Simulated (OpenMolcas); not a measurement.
# Run report: SMg, relativistic diatomic calculation (part 2 of 2)

The same run, continued: SMg. Method: SA-CASSCF(6,7)/XMS-CASPT2 + RASSI spin-orbit (X2C scalar, AMFI), ANO-RCC-VTZP (OpenMolcas).

Log (extracts), continued:
```
++ Dipole transition strengths (spin-free states):
     for osc. strength at least  1.00000000E-05
      From   To        Osc. strength     Einstein coefficients Ax, Ay, Az (sec-1)    Total A (sec-1)
         1    3       1.07558629E-03  0.00000000E+00  0.00000000E+00  6.98785369E+05  6.98785369E+05
         1    4       3.30520331E-02  0.00000000E+00  0.00000000E+00  2.14731977E+07  2.14731977E+07
         1    5       1.80100367E-04  0.00000000E+00  0.00000000E+00  1.69132395E+05  1.69132395E+05
         1    6       2.49043232E-04  0.00000000E+00  0.00000000E+00  2.33876694E+05  2.33876694E+05
         1    7       2.35529080E-02  0.00000000E+00  0.00000000E+00  2.46126765E+07  2.46126765E+07
         1    8       1.51695797E-02  0.00000000E+00  0.00000000E+00  1.58521384E+07  1.58521384E+07
         2    3       3.30520331E-02  0.00000000E+00  0.00000000E+00  2.14731977E+07  2.14731977E+07
         2    4       1.07558629E-03  0.00000000E+00  0.00000000E+00  6.98785368E+05  6.98785368E+05
         2    5       2.49043229E-04  0.00000000E+00  0.00000000E+00  2.33876691E+05  2.33876691E+05
         2    6       1.80100349E-04  0.00000000E+00  0.00000000E+00  1.69132378E+05  1.69132378E+05
         2    7       1.51695797E-02  0.00000000E+00  0.00000000E+00  1.58521384E+07  1.58521384E+07
         2    8       2.35529080E-02  0.00000000E+00  0.00000000E+00  2.46126764E+07  2.46126764E+07
         3    5       2.99056521E-03  0.00000000E+00  0.00000000E+00  7.95009013E+04  7.95009013E+04
         3    6       4.78972284E-03  0.00000000E+00  0.00000000E+00  1.27329537E+05  1.27329537E+05
         3    7       4.34754064E-05  0.00000000E+00  0.00000000E+00  2.03259160E+03  2.03259160E+03
         3    8       2.94280171E-05  0.00000000E+00  0.00000000E+00  1.37583856E+03  1.37583856E+03
         4    5       4.78972280E-03  0.00000000E+00  0.00000000E+00  1.27329536E+05  1.27329536E+05
         4    6       2.99056520E-03  0.00000000E+00  0.00000000E+00  7.95009011E+04  7.95009011E+04
         4    7       2.94280177E-05  0.00000000E+00  0.00000000E+00  1.37583858E+03  1.37583858E+03
         4    8       4.34754081E-05  0.00000000E+00  0.00000000E+00  2.03259168E+03  2.03259168E+03
         5    8       2.16338017E-04  0.00000000E+00  0.00000000E+00  6.11781232E+02  6.11781232E+02
         6    7       2.16338019E-04  0.00000000E+00  0.00000000E+00  6.11781237E+02  6.11781237E+02
         9   11       6.76990001E-04  6.27977063E+00  1.41965499E+04  0.00000000E+00  1.42028297E+04
         9   12       9.02482563E-05  4.23040236E+02  2.66569164E+03  0.00000000E+00  3.08873187E+03
         9   13       9.02812489E-05  2.66859078E+03  4.23491519E+02  0.00000000E+00  3.09208230E+03
         9   15       2.82683142E-01  5.85714479E+04  1.31630116E+08  0.00000000E+00  1.31688687E+08
        10   11       6.76988714E-04  1.41965196E+04  6.27972695E+00  0.00000000E+00  1.42027993E+04
        10   12       9.02496303E-05  2.66573874E+03  4.23039579E+02  0.00000000E+00  3.08877832E+03
        10   13       9.02815050E-05  4.23500814E+02  2.66858968E+03  0.00000000E+00  3.09209049E+03
        10   15       2.82683135E-01  1.31630106E+08  5.85714437E+04  0.00000000E+00  1.31688677E+08
        11   15       1.32219073E-04  0.00000000E+00  0.00000000E+00  3.82261236E+04  3.82261236E+04
 Electric-quadrupole - electric-quadrupole not included
 Electric-dipole - electric-octupole not included
 Electric-dipole - magnetic-quadrupole not included
   Eigenvalues of complex Hamiltonian:
  (Shifted by EMIN (a.u.) =       -598.9114449223)
 SO State       Relative EMIN(au)   Rel lowest level(eV)    D:o, cm**(-1)      Omega
     1            -0.0007411290        0.0000000001              0.0000         2.0
     2            -0.0007411290        0.0000000000              0.0000         2.0
     3            -0.0000007905        0.0201456374            162.4855         1.0
     4            -0.0000007905        0.0201456374            162.4855         1.0
     5             0.0007394731        0.0402892363            324.9546         0.0
     6             0.0007394829        0.0402895012            324.9567         0.0
     7             0.1414778214        3.8699747919          31213.4517         2.0
     8             0.1414778214        3.8699747905          31213.4517         2.0
     9             0.1421967416        3.8895376058          31371.2365         1.0
    10             0.1421967416        3.8895376058          31371.2365         1.0
    11             0.1429120394        3.9090018511          31528.2262         0.0
    12             0.1429120767        3.9090028663          31528.2344         0.0
    13             0.1708269725        4.6686058780          37654.8458         0.0
    14             0.1708270361        4.6686076075          37654.8598         0.0
    15             0.1708977109        4.6705307670          37670.3711         1.0
    16             0.1708977110        4.6705307709          37670.3711         1.0
    17             0.1709885968        4.6730038993          37690.3183         2.0
    18             0.1709885976        4.6730039194          37690.3184         2.0
    19             0.1720205814        4.7010856308          37916.8127         1.0
    20             0.1720205814        4.7010856308          37916.8127         1.0
    21             0.1720982486        4.7031990632          37933.8587         0.0
    22             0.1721031509        4.7033324603          37934.9346         0.0
    23             0.1721617995        4.7049283709          37947.8065         1.0
    24             0.1721618024        4.7049284499          37947.8071         1.0
    25             0.1722048418        4.7060996101          37957.2532         2.0
    26             0.1722048461        4.7060997286          37957.2541         2.0
    27             0.1722294391        4.7067689383          37962.6517         3.0
    28             0.1722294391        4.7067689383          37962.6517         3.0
    29             0.1801333282        4.9218447178          39697.3548         0.0
    30             0.1801400308        4.9220271034          39698.8259         0.0
    31             0.1803343077        4.9273136490          39741.4647         1.0
    32             0.1803343077        4.9273136488          39741.4647         1.0
    33             0.1805356850        4.9327934045          39785.6619         2.0
    34             0.1805356857        4.9327934216          39785.6621         2.0
    35             0.1976489398        5.3984687887          43541.5872         2.0
    36             0.1976489398        5.3984687886          43541.5872         2.0
    37             0.1976966299        5.3997665046          43552.0540         1.0
    38             0.1976966299        5.3997665039          43552.0540         1.0
    39             0.1977126152        5.4002014845          43555.5623         0.0
    40             0.2041001462        5.5740150573          44957.4634         4.0
    41             0.2041001462        5.5740150573          44957.4634         4.0
    42             0.2044480175        5.5834811197          45033.8123         3.0
    43             0.2044480175        5.5834811197          45033.8123         3.0
    44             0.2047877622        5.5927260439          45108.3776         2.0
    45             0.2047994856        5.5930450535          45110.9506         2.0
    46             0.2051369881        5.6022289647          45185.0239         1.0
    47             0.2051369881        5.6022289633          45185.0239         1.0
    48             0.2054781014        5.6115111308          45259.8896         0.0
    49             0.2054781359        5.6115120675          45259.8971         0.0
    50             0.2096654920        5.7254558328          46178.9156         0.0
    51             0.2096812665        5.7258850780          46182.3777         1.0
    52             0.2096812665        5.7258850786          46182.3777         1.0
    53             0.2097283452        5.7271661544          46192.7103         2.0
    54             0.2097283451        5.7271661537          46192.7102         2.0
    55             0.2925462811        7.9807569962          64369.1462         0.0
    56             0.2925463232        7.9807581424          64369.1555         1.0
    57             0.2925463232        7.9807581424          64369.1555         1.0
    58             0.2925464496        7.9807615814          64369.1832         2.0
    59             0.2925464496        7.9807615814          64369.1832         2.0
 Weights of the five most important spin-orbit-free states for each spin-orbit state.
 SO State  Total energy (au)           Spin-free states, spin, and weights
    1        -0.000741       1 1.0  0.5000    2 1.0  0.5000   14 2.0  0.0000   11 2.0  0.0000    9 2.0  0.0000
    2        -0.000741       2 1.0  0.5000    1 1.0  0.5000   14 2.0  0.0000   11 2.0  0.0000    9 2.0  0.0000
    3        -0.000001       2 1.0  0.8323    1 1.0  0.1677   10 2.0  0.0000   12 2.0  0.0000   13 2.0  0.0000
    4        -0.000001       1 1.0  0.8323    2 1.0  0.1677    9 2.0  0.0000   12 2.0  0.0000   13 2.0  0.0000
    5         0.000739       2 1.0  0.5000    1 1.0  0.5000   12 2.0  0.0000   13 2.0  0.0000    9 2.0  0.0000
    6         0.000739       1 1.0  0.5000    2 1.0  0.5000   12 2.0  0.0000   13 2.0  0.0000    9 2.0  0.0000
    7         0.141478       4 1.0  0.5000    3 1.0  0.5000    6 1.0  0.0000    5 1.0  0.0000    7 1.0  0.0000
    8         0.141478       4 1.0  0.5000    3 1.0  0.5000    6 1.0  0.0000    5 1.0  0.0000    7 1.0  0.0000
    9         0.142197       4 1.0  0.5000    3 1.0  0.5000   12 2.0  0.0000   13 2.0  0.0000   14 2.0  0.0000
   10         0.142197       3 1.0  0.5000    4 1.0  0.5000   12 2.0  0.0000   13 2.0  0.0000   14 2.0  0.0000
   11         0.142912       3 1.0  0.5000    4 1.0  0.5000    6 1.0  0.0000    5 1.0  0.0000   12 2.0  0.0000
   12         0.142912       3 1.0  0.5000    4 1.0  0.5000    6 1.0  0.0000    5 1.0  0.0000   12 2.0  0.0000
   13         0.170827       5 1.0  0.4819    6 1.0  0.4819    9 2.0  0.0176   10 2.0  0.0176    7 1.0  0.0003
   14         0.170827       5 1.0  0.4821    6 1.0  0.4821    9 2.0  0.0174   10 2.0  0.0174    7 1.0  0.0003
   15         0.170898       5 1.0  0.6806    6 1.0  0.2724    9 2.0  0.0466   11 2.0  0.0001   14 2.0  0.0001
   16         0.170898       6 1.0  0.6806    5 1.0  0.2724   10 2.0  0.0466   11 2.0  0.0001   14 2.0  0.0001
   17         0.170989       6 1.0  0.4814    5 1.0  0.4814    9 2.0  0.0182   10 2.0  0.0182   11 2.0  0.0002
   18         0.170989       6 1.0  0.4814    5 1.0  0.4814    9 2.0  0.0182   10 2.0  0.0182   11 2.0  0.0002
   19         0.172021       9 2.0  0.4998   10 2.0  0.4998   11 2.0  0.0002   14 2.0  0.0001    5 1.0  0.0000
   20         0.172021       9 2.0  0.4998   10 2.0  0.4998   11 2.0  0.0002   14 2.0  0.0001    5 1.0  0.0000
   21         0.172098       9 2.0  0.4818   10 2.0  0.4817    5 1.0  0.0177    6 1.0  0.0177   11 2.0  0.0006
   22         0.172103       9 2.0  0.4821   10 2.0  0.4821    5 1.0  0.0176    6 1.0  0.0176   14 2.0  0.0003
   23         0.172162       9 2.0  0.9519    5 1.0  0.0335    6 1.0  0.0134    8 1.0  0.0004   11 2.0  0.0002
   24         0.172162      10 2.0  0.9519    6 1.0  0.0335    5 1.0  0.0134    7 1.0  0.0004   11 2.0  0.0002
   25         0.172205      10 2.0  0.4813    9 2.0  0.4813    6 1.0  0.0182    5 1.0  0.0182   12 2.0  0.0004
   26         0.172205      10 2.0  0.4813    9 2.0  0.4813    6 1.0  0.0182    5 1.0  0.0182   13 2.0  0.0004
   27         0.172229      10 2.0  0.4999    9 2.0  0.4999   12 2.0  0.0001   13 2.0  0.0001    5 1.0  0.0000
   28         0.172229      10 2.0  0.4999    9 2.0  0.4999   12 2.0  0.0001   13 2.0  0.0001    5 1.0  0.0000
   29         0.180133       7 1.0  0.4992    8 1.0  0.4992   11 2.0  0.0004    5 1.0  0.0002    6 1.0  0.0002
   30         0.180140       7 1.0  0.4994    8 1.0  0.4994    5 1.0  0.0002    6 1.0  0.0002   10 2.0  0.0002
   31         0.180334       8 1.0  0.7062    7 1.0  0.2925   11 2.0  0.0006    9 2.0  0.0005   12 2.0  0.0001
   32         0.180334       7 1.0  0.7062    8 1.0  0.2925   11 2.0  0.0006   10 2.0  0.0005   12 2.0  0.0001
   33         0.180536       8 1.0  0.4989    7 1.0  0.4989   11 2.0  0.0011    6 1.0  0.0003    5 1.0  0.0003
   34         0.180536       8 1.0  0.4989    7 1.0  0.4989   11 2.0  0.0011    6 1.0  0.0003    5 1.0  0.0003
   35         0.197649      1
```

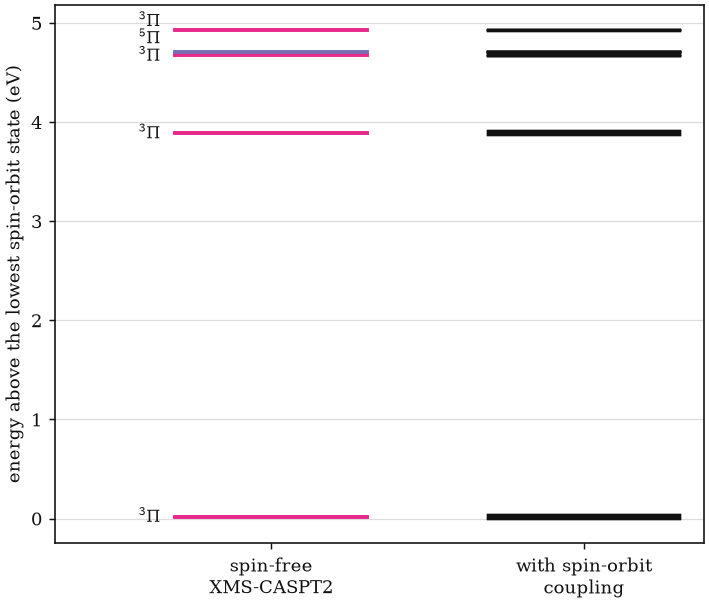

Fig. 1: States up to 5 eV at 2.342 Å, without spin-orbit coupling (left, a colour for each spin multiplicity) and with it (right, where close levels merge). The spin-free states run ³Π (0.00 eV), ³Π (3.87 eV), ³Π (4.65 eV), ⁵Π (4.68 eV), ³Π (4.91 eV) from the lowest. The lowest spin-orbit levels have |Ω| = 2 (0 cm⁻¹), 1 (162 cm⁻¹), 0 (325 cm⁻¹), 2 (31,213 cm⁻¹), 1 (31,371 cm⁻¹).

Key numbers:

- outcome: converged
- lowest spin-free state: ³Π
- lowest spin-orbit level: Ω = 2, −598.91219 hartree
- next level: Ω = 1, 162 cm⁻¹
- hardware: 1 thread of Intel Xeon (Granite Rapids), 96 GiB of memory available, shared host
- wall time: 15 s
